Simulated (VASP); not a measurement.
# PbC2: the band gap up a ladder of functionals, part 2 of 8

Wanted: bands and gap of PbC2 from one functional after another. The cell is invented: it takes the structure of a Materials Project entry for CaC2 (space group 139 there), with some of its atoms replaced by other elements, volume scaled by an estimate. It may not be a known or stable phase. LASPH is on for some levels and off for others; the table marks which.

VASP 6.6.1, plane waves and PAW; the level of theory is named at each step.

So far. Step 2 (Relaxation of the start cell): It ends with a largest force of 0.005 eV/Å and a pressure of 0.03 GPa. The relaxed cell has a = 4.128, c = 6.755 Å (conventional setting).

### Step 3. Bands with PBE, k 5×5×5

Level of this step: PBE; plane waves and PAW (Pb_d, C); invented cell (VASP).

The mesh alone shows little of the dispersion and can miss band extrema, so KPOINTS_OPT adds a path through the symmetry points after the self-consistent cycle.

INCAR

```
SYSTEM = PbC2
PREC = Accurate
ENCUT = 520
EDIFF = 1E-06
NELM = 100
ISMEAR = 0
SIGMA = 0.02
LREAL = .FALSE.
ALGO = Normal
GGA = PE
LORBIT = 11
LWAVE = .FALSE.
LCHARG = .FALSE.
KPAR = 4
```

POSCAR

```
PbC2
1.0
   -2.0641848795      2.0641848795      3.3773085415
    2.0641848795     -2.0641848795      3.3773085415
    2.0641848795      2.0641848795     -3.3773085415
Pb C
1 2
Direct
    0.0000000000      0.0000000000      0.0000000000
    0.5940435273      0.5940435273      0.0000000000
    0.4059564727      0.4059564727      0.0000000000
```

KPOINTS

```
Automatic mesh
0
Gamma
5 5 5
0 0 0
```

KPOINTS_OPT

```
Line mode
16
Line-mode
Reciprocal
  0.00000000   0.00000000   0.00000000 GAMMA
  0.00000000   0.00000000   0.50000000 X

  0.00000000   0.00000000   0.50000000 X
 -0.18677800   0.18677800   0.50000000 Y

 -0.18677800   0.18677800   0.50000000 Y
 -0.34338900   0.34338900   0.34338900 S

 -0.34338900   0.34338900   0.34338900 S
  0.00000000   0.00000000   0.00000000 GAMMA

  0.00000000   0.00000000   0.00000000 GAMMA
  0.50000000   0.50000000  -0.50000000 Z

  0.50000000   0.50000000  -0.50000000 Z
  0.34338900   0.65661100  -0.34338900 S1

  0.34338900   0.65661100  -0.34338900 S1
  0.00000000   0.50000000   0.00000000 N

  0.00000000   0.50000000   0.00000000 N
  0.25000000   0.25000000   0.25000000 P

  0.25000000   0.25000000   0.25000000 P
  0.50000000   0.50000000  -0.18677800 Y1

  0.50000000   0.50000000  -0.18677800 Y1
  0.50000000   0.50000000  -0.50000000 Z

  0.00000000   0.00000000   0.50000000 X
  0.25000000   0.25000000   0.25000000 P
```

Potentials, in the order of the species: Pb_d and C (PBE family, release 64).

On the command line:

```sh
$ mpirun -np 4 vasp_std
```

Numbers of over 12 decimals in the logs are rounded to 6 here.

The log of the run:

```text
[... set-up lines as in an earlier step ...]
 entering main loop
       N       E                     dE             d eps       ncg     rms          rms(c)
DAV:   1     0.174785281014E+03    0.17479E+03   -0.10947E+04   540   0.151E+03
DAV:   2    -0.584855209179E+01   -0.18063E+03   -0.17601E+03   617   0.373E+02
DAV:   3    -0.213075379201E+02   -0.15459E+02   -0.15430E+02   701   0.110E+02
DAV:   4    -0.217136622153E+02   -0.40612E+00   -0.40593E+00   733   0.218E+01
DAV:   5    -0.217206765062E+02   -0.70143E-02   -0.70138E-02   706   0.236E+00    0.848E+00
DAV:   6    -0.184486768553E+02    0.32720E+01   -0.99444E+00   702   0.220E+01    0.348E+00
DAV:   7    -0.183625346908E+02    0.86142E-01   -0.18310E+00   737   0.827E+00    0.178E+00
DAV:   8    -0.183729364448E+02   -0.10402E-01   -0.33491E-01   729   0.493E+00    0.561E-01
DAV:   9    -0.183568675296E+02    0.16069E-01   -0.13379E-01   744   0.264E+00    0.169E-01
DAV:  10    -0.183568693240E+02   -0.17944E-05   -0.90267E-03   645   0.625E-01    0.673E-02
DAV:  11    -0.183570226872E+02   -0.15336E-03   -0.59695E-04   722   0.173E-01    0.367E-02
DAV:  12    -0.183570417786E+02   -0.19091E-04   -0.20345E-04   624   0.125E-01    0.102E-02
DAV:  13    -0.183570429727E+02   -0.11942E-05   -0.23426E-05   708   0.304E-02    0.344E-03
DAV:  14    -0.183570430294E+02   -0.56663E-07   -0.18686E-06   433   0.137E-02
   1 F= -.18357043E+02 E0= -.18357043E+02  d E =-.975398E-25
 Start KPOINTS_OPT (optional k-point list driver)
k-point batch [1-18\176]
       N       E                     dE             ncg
DAV:   1     0.786448889464E+03   -0.75629E+04      540
DAV:   2    -0.235434953392E+04   -0.31408E+04      631
DAV:   3    -0.259579565338E+04   -0.24145E+03      659
DAV:   4    -0.260196853388E+04   -0.61729E+01      693
DAV:   5    -0.260215775853E+04   -0.18922E+00      744
DAV:   6    -0.260216203859E+04   -0.42801E-02      732
DAV:   7    -0.260216207462E+04   -0.36027E-04      729
DAV:   8    -0.260216207501E+04   -0.39427E-06      515
[...]
k-point batch [163-176\176]
       N       E                     dE             ncg
DAV:   1     0.332650178527E+04   -0.10714E+05      420
DAV:   2     0.973135008920E+03   -0.23534E+04      504
DAV:   3     0.804441912354E+03   -0.16869E+03      483
DAV:   4     0.799613009346E+03   -0.48289E+01      549
DAV:   5     0.799438810280E+03   -0.17420E+00      566
DAV:   6     0.799433517447E+03   -0.52928E-02      582
DAV:   7     0.799433477625E+03   -0.39822E-04      559
DAV:   8     0.799433477184E+03   -0.44177E-06      462
```

The job ended after 13 s (4 MPI ranks of Intel Xeon 6975P-C (Granite Rapids), shared host; peak memory 0.84 GiB; 49 s of CPU time).

Parts of OUTCAR (step 3):

```text
  LATTYP: Found a body centered tetragonal cell.
 ALAT       =     4.1283697590
 C/A-ratio  =     1.6361463428

The static configuration has the point symmetry D_4h.

 Found     18 irreducible k-points:

   k-points           NKPTS =     18   k-points in BZ     NKDIM =     18   number of bands    NBANDS=     15

   ENCUT  =  520.0 eV  38.22 Ry    6.18 a.u.   8.30  8.30  8.30*2*pi/ulx,y,z

   NELECT =      22.0000    total number of electrons

 E-fermi :   3.7266

 k-point     1 :       0.0000    0.0000    0.0000
  band No.  band energies     occupation
    ...
      7      -3.7823      2.00000
      8      -0.0380      2.00000
      9       1.3071      2.00000
     10       1.3071      2.00000
     11       3.5877      2.00000
     12       7.5460      0.00000
     13       7.5679      0.00000
     14       7.5679      0.00000
     15       9.1491      0.00000

 k-point     2 :       0.2000    0.0000    0.0000
  band No.  band energies     occupation
    ...
      7      -4.0459      2.00000
      8       0.0114      2.00000
      9       1.3328      2.00000
     10       1.3928      2.00000
     11       3.0243      2.00000
     12       6.7944      0.00000
     13       7.5234      0.00000
     14       7.5411      0.00000
     15       8.7851      0.00000

  Total        0.0263218      0.0263218     -0.0027543      0.0000000      0.0000000      0.0000000
  in kB        0.7326540      0.7326540     -0.0766657      0.0000000      0.0000000      0.0000000
  external PRESSURE =       0.4628807 kB  Pullay stress =       0.0000000 kB

  energy-cutoff  :      520.00
  volume of cell :       57.56
      direct lattice vectors                 reciprocal lattice vectors
    -2.064184879  2.064184879  3.377308542     0.000000000  0.242226365  0.148046882
     2.064184879 -2.064184879  3.377308542     0.242226365  0.000000000  0.148046882
     2.064184879  2.064184879 -3.377308542     0.242226365  0.242226365  0.000000000

 POSITION                                       TOTAL-FORCE (eV/Angst)
 -----------------------------------------------------------------------------------
      0.00000      0.00000      0.00000         0.000000      0.000000      0.000000
      0.00000      0.00000      4.01254        -0.000000     -0.000000     -0.003800
      0.00000      0.00000      2.74208         0.000000      0.000000      0.003800
 -----------------------------------------------------------------------------------
    total drift:                               -0.000000      0.000000     -0.000000

  FREE ENERGIE OF THE ION-ELECTRON SYSTEM (eV)
  ---------------------------------------------------
  free  energy   TOTEN  =       -18.3570430294 eV

  energy  without entropy=      -18.3570430294  energy(sigma->0) =      -18.35704303

[... 3 parts as in an earlier step ...]

[... 7 further parts left out ...]
```

Spin-orbit coupling is off here; with elements this heavy it splits and shifts levels by tenths of an eV or more.

This step gave:

| Item | Value |
| --- | --- |
| SCF cycles | 14 |
| irreducible k-points | 18 |
| Fermi energy | 3.727 eV |
| pressure | 0.04629 GPa |
| least gap on mesh and path | 1.808 eV |
| least direct gap on mesh and path | 2.464 eV |
| valence top at k | -0.1374, 0.1374, 0.1374 |
| conduction bottom at k | 0, 0.5, 0 |
| least direct gap at k | -0.1602, 0.1602, 0.1602 |

The electronic bands at the labelled points (eV, zero at the valence-band top; v1 is the highest filled band, c1 the lowest empty one):

| point | v4 | v3 | v2 | v1 | c1 | c2 |
| --- | --- | --- | --- | --- | --- | --- |
| Γ | -3.76 | -2.41 | -2.41 | -0.13 | 3.83 | 3.85 |
| X | -4.71 | -4.58 | -3.41 | -0.47 | 2.20 | 4.77 |
| Y | -5.23 | -4.19 | -2.06 | -0.53 | 2.71 | 3.33 |
| S | -5.63 | -2.63 | -2.03 | -0.98 | 3.36 | 3.37 |
| Γ | -3.76 | -2.41 | -2.41 | -0.13 | 3.83 | 3.85 |
| Z | -6.19 | -3.19 | -3.19 | -0.62 | 5.20 | 5.67 |
| S1 | -5.63 | -2.63 | -2.03 | -0.98 | 3.36 | 3.37 |
| N | -3.51 | -2.97 | -2.12 | -0.84 | 1.81 | 2.95 |
| P | -4.06 | -4.06 | -3.08 | -2.40 | 3.32 | 3.32 |
| Y1 | -5.23 | -4.19 | -2.06 | -0.53 | 2.71 | 3.33 |
| Z | -6.19 | -3.19 | -3.19 | -0.62 | 5.20 | 5.67 |
| jump to X | -4.71 | -4.58 | -3.41 | -0.47 | 2.20 | 4.77 |
| P | -4.06 | -4.06 | -3.08 | -2.40 | 3.32 | 3.32 |

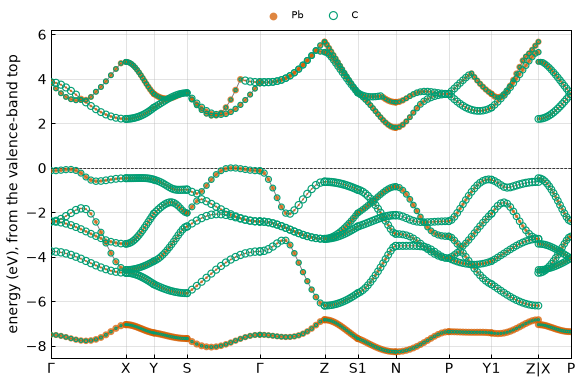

Electronic bands along the path; dots are coloured as in the legend, and their area grows with the weight.

The gap is 1.81 eV, indirect.

### Step 4. Bands with LDA, k 5×5×5

This step: LDA; plane waves and PAW (Pb_d, C); invented cell (VASP 6.6.1).

LDA, the lowest rung, knows the local density alone.

INCAR, as its differences from that of step 3:

```diff
@@ -9,3 +9,3 @@
 ALGO = Normal
-GGA = PE
+GGA = CA
 LORBIT = 11
```

POSCAR is that of step 3.

KPOINTS is that of step 3.

KPOINTS_OPT is that of step 3.

On the command line:

```sh
$ mpirun -np 4 vasp_std
```

The log of the run:

```text
[banner, memory and clock lines left out]
running    4 mpi-ranks, on    1 nodes
 distrk:  each k-point on    1 cores,    4 groups
 distr:  one band on    1 cores,    1 groups

 POSCAR found type information on POSCAR PbC
 POSCAR found :  2 types and       3 ions
|                                                                             |
|               ----> ADVICE to this user running VASP <----                  |
|                                                                             |
|     You enforced a specific xc type in the INCAR file but a different       |
|     [... a line on the potential file left out ...]
|     I HOPE YOU KNOW WHAT YOU ARE DOING!                                     |
|                                                                             |

 LDA part: xc-table for (Slater(with rela. corr.)+CA(PZ))
 , standard interpolation
 POSCAR, INCAR and KPOINTS ok, starting setup
 FFT: planning ... GRIDC
 FFT: planning ... GRID_SOFT
 FFT: planning ... GRID
 WAVECAR not read
 entering main loop
       N       E                     dE             d eps       ncg     rms          rms(c)
DAV:   1     0.172620627587E+03    0.17262E+03   -0.10902E+04   540   0.151E+03
DAV:   2    -0.775251332103E+01   -0.18037E+03   -0.17564E+03   617   0.371E+02
DAV:   3    -0.231118914485E+02   -0.15359E+02   -0.15326E+02   701   0.109E+02
DAV:   4    -0.235203150936E+02   -0.40842E+00   -0.40822E+00   717   0.217E+01
DAV:   5    -0.235292782623E+02   -0.89632E-02   -0.89625E-02   714   0.268E+00    0.825E+00
DAV:   6    -0.204138767669E+02    0.31154E+01   -0.96595E+00   731   0.236E+01    0.332E+00
DAV:   7    -0.203325764729E+02    0.81300E-01   -0.14872E+00   685   0.770E+00    0.168E+00
DAV:   8    -0.203237889328E+02    0.87875E-02   -0.23038E-01   687   0.391E+00    0.449E-01
DAV:   9    -0.203144152054E+02    0.93737E-02   -0.94615E-02   750   0.222E+00    0.172E-01
DAV:  10    -0.203137577876E+02    0.65742E-03   -0.92920E-03   731   0.668E-01    0.614E-02
DAV:  11    -0.203138174161E+02   -0.59628E-04   -0.61849E-04   624   0.166E-01    0.380E-02
DAV:  12    -0.203137749982E+02    0.42418E-04   -0.31610E-04   755   0.107E-01    0.729E-03
DAV:  13    -0.203137762717E+02   -0.12734E-05   -0.24333E-05   575   0.332E-02    0.202E-03
DAV:  14    -0.203137764361E+02   -0.16439E-06   -0.77358E-07   413   0.775E-03
   1 F= -.20313776E+02 E0= -.20313776E+02  d E =-.129616E-27
 Start KPOINTS_OPT (optional k-point list driver)
k-point batch [1-18\176]
       N       E                     dE             ncg
DAV:   1     0.688574382044E+03   -0.76607E+04      540
DAV:   2    -0.244492823276E+04   -0.31335E+04      631
DAV:   3    -0.268453171318E+04   -0.23960E+03      659
DAV:   4    -0.269074443105E+04   -0.62127E+01      701
DAV:   5    -0.269093048498E+04   -0.18605E+00      752
DAV:   6    -0.269093338711E+04   -0.29021E-02      724
DAV:   7    -0.269093341810E+04   -0.30993E-04      737
DAV:   8    -0.269093341844E+04   -0.33806E-06      537
[...]
k-point batch [163-176\176]
       N       E                     dE             ncg
DAV:   1     0.324853722579E+04   -0.10792E+05      420
DAV:   2     0.901413119661E+03   -0.23471E+04      504
DAV:   3     0.733956454047E+03   -0.16746E+03      497
DAV:   4     0.729269871453E+03   -0.46866E+01      542
DAV:   5     0.729088969851E+03   -0.18090E+00      571
DAV:   6     0.729081663910E+03   -0.73059E-02      576
DAV:   7     0.729081528521E+03   -0.13539E-03      551
DAV:   8     0.729081527454E+03   -0.10664E-05      464
DAV:   9     0.729081527309E+03   -0.14503E-06      392
```

Wall time 12 s (4 MPI ranks); peak memory 0.72 GiB; 46 s of CPU time.

Parts of OUTCAR (step 4):

```text
The static configuration has the point symmetry D_4h.

 Found     18 irreducible k-points:

   NELECT =      22.0000    total number of electrons

 E-fermi :   3.4600

 k-point     1 :       0.0000    0.0000    0.0000
  band No.  band energies     occupation
    ...
      7      -4.1707      2.00000
      8      -0.1509      2.00000
      9       0.9627      2.00000
     10       0.9627      2.00000
     11       3.3118      2.00000
     12       7.0950      0.00000
     13       7.1992      0.00000
     14       7.1992      0.00000
     15       8.7009      0.00000

 k-point     2 :       0.2000    0.0000    0.0000
  band No.  band energies     occupation
    ...
      7      -4.4288      2.00000
      8      -0.1225      2.00000
      9       0.9816      2.00000
     10       1.0523      2.00000
     11       2.7182      2.00000
     12       6.4074      0.00000
     13       7.0907      0.00000
     14       7.1289      0.00000
     15       8.3636      0.00000

  Total       -1.5227474     -1.5227474     -2.1838589      0.0000000      0.0000000      0.0000000
  in kB      -42.3848382    -42.3848382    -60.7865146      0.0000000      0.0000000      0.0000000
  external PRESSURE =     -48.5187303 kB  Pullay stress =       0.0000000 kB

 POSITION                                       TOTAL-FORCE (eV/Angst)
 -----------------------------------------------------------------------------------
      0.00000      0.00000      0.00000         0.000000      0.000000      0.000000
      0.00000      0.00000      4.01254        -0.000000     -0.000000     -0.374599
      0.00000      0.00000      2.74208        -0.000000     -0.000000      0.374599
 -----------------------------------------------------------------------------------
    total drift:                               -0.000000      0.000000     -0.000000

  FREE ENERGIE OF THE ION-ELECTRON SYSTEM (eV)
  ---------------------------------------------------
  free  energy   TOTEN  =       -20.3137764361 eV

  energy  without entropy=      -20.3137764361  energy(sigma->0) =      -20.31377644

 total charge
# of ion       s       p       d       tot
------------------------------------------
    1        1.505   0.426   9.842  11.774
    2        0.924   1.516   0.000   2.440
    3        0.924   1.516   0.000   2.440
--------------------------------------------------
tot          3.354   3.458   9.842  16.654

[... 8 parts as in an earlier step ...]

[... 5 further parts left out ...]
```

The PAW data sets were made with PBE, though LDA sets exist; this is a small mismatch. At this level the cell is under a tension of 4.9 GPa, so at these settings it is away from equilibrium.

This step gave:

| Item | Value |
| --- | --- |
| free energy (TOTEN) | -20.31 eV |
| Fermi energy | 3.46 eV |
| pressure | -4.852 GPa |
| least gap on mesh and path | 1.685 eV |
| least direct gap on mesh and path | 2.386 eV |
| valence top at k | -0.1145, 0.1145, 0.1145 |

The electronic bands at the labelled points (eV, zero at the valence-band top; v1 is the highest filled band, c1 the lowest empty one):

| point | v4 | v3 | v2 | v1 | c1 | c2 |
| --- | --- | --- | --- | --- | --- | --- |
| Γ | -3.57 | -2.45 | -2.45 | -0.11 | 3.68 | 3.78 |
| X | -4.68 | -4.58 | -3.49 | -0.47 | 2.08 | 4.63 |
| Y | -5.14 | -4.28 | -2.10 | -0.56 | 2.64 | 3.21 |
| S | -5.56 | -2.68 | -2.09 | -1.01 | 3.26 | 3.33 |
| Γ | -3.57 | -2.45 | -2.45 | -0.11 | 3.68 | 3.78 |
| Z | -6.14 | -3.25 | -3.25 | -0.63 | 5.18 | 5.52 |
| S1 | -5.56 | -2.68 | -2.09 | -1.01 | 3.26 | 3.33 |
| N | -3.36 | -3.06 | -2.15 | -0.87 | 1.69 | 2.81 |
| P | -4.15 | -4.15 | -2.92 | -2.44 | 3.22 | 3.22 |
| Y1 | -5.14 | -4.28 | -2.10 | -0.56 | 2.64 | 3.21 |
| Z | -6.14 | -3.25 | -3.25 | -0.63 | 5.18 | 5.52 |
| jump to X | -4.68 | -4.58 | -3.49 | -0.47 | 2.08 | 4.63 |
| P | -4.15 | -4.15 | -2.92 | -2.44 | 3.22 | 3.22 |

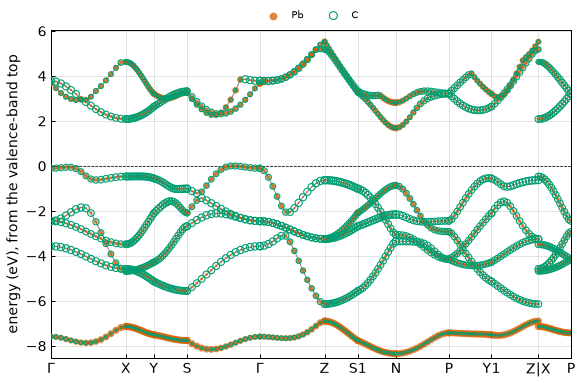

Electronic bands along the path; dots are coloured as in the legend, and their area grows with the weight.

Force by atom:

| atom | x (eV/Å) | y (eV/Å) | z (eV/Å) | size |
| --- | --- | --- | --- | --- |
| Pb1 | 0.000 | 0.000 | 0.000 | 0.000 |
| C2 | 0.000 | 0.000 | -0.375 | 0.375 |
| C3 | 0.000 | 0.000 | 0.375 | 0.375 |

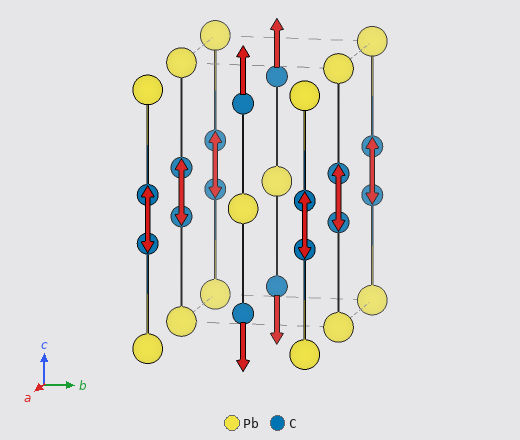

Force as arrows, the longest 0.375 eV/Å. 2×1×1 conventional cells are drawn. Some periodic images of atoms are drawn too.

The gap is 1.69 eV, indirect. Against PBE that is -0.12 eV; the cost is about the same.

(Continued in part 3 of 8.)

[Lines on the potential files, build, host, timing and source positions are cut from VASP's logs without a mark.]

[Logs are printed without paths, hosts, clocks, repeated set-up lines and the standing remarks that a program may print on its own settings, such as how far it seeks lower states.]

[Hosts, paths, dates, database ids (printed as entryN), source tags and the programs' standing remarks are cut or masked in the printed files.]

[A measured line is paired with the nearest computed mode of its activity, which favours agreement.]
